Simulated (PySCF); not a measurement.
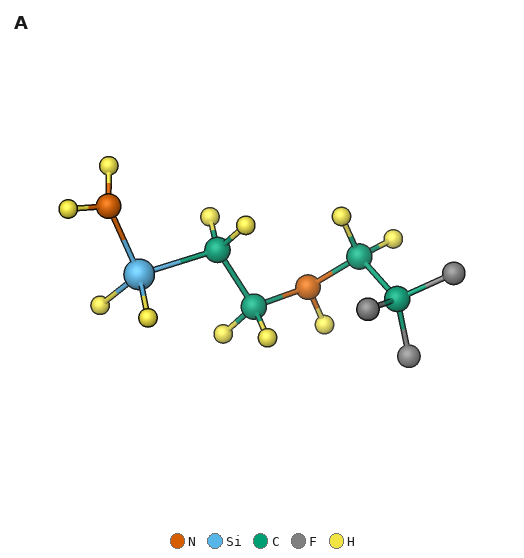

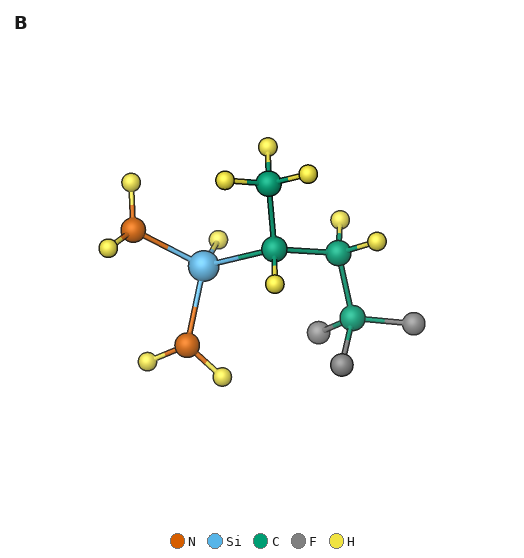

2 stationary structures of one formula. Geometries: GFN2-xTB. Electronic energies: PBE0/pcSseg-1 (PySCF 2.14.0), without zero-point energy. No frequency run is at hand to confirm each as a minimum. Each is one conformer, not always the lowest.

How are they related?

Answer. They are constitutional isomers of C4H11F3N2Si: A `N[SiH2]CCNCC(F)(F)F`, B `C[C@H](CC(F)(F)F)[SiH](N)N`.

Rank them by energy, lowest first.

Answer. B is lowest; A lies 32.8 kcal/mol above it.

The geometry is semi-empirical. Around Si such bond lengths and angles can be off by a tenth of an ångström or more and by several degrees, and values that hang on the shape move with them.
